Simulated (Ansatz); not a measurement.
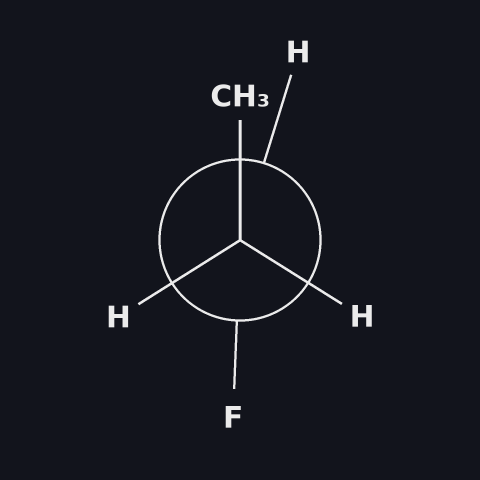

A Newman projection along the Si–Al bond, silicon in front; angles are drawn as computed, but eclipsed bonds slightly apart. The geometry was computed by an optimisation with PBE0-D4/def2-TZVP.

> Which molecule is it?

CH6AlFSi, C[SiH2][AlH][F]

> What is the torsion angle from the front CH3 to the back F? The sign is positive where the front bond must turn clockwise to cover the back bond.

−178°, antiperiplanar (anti).
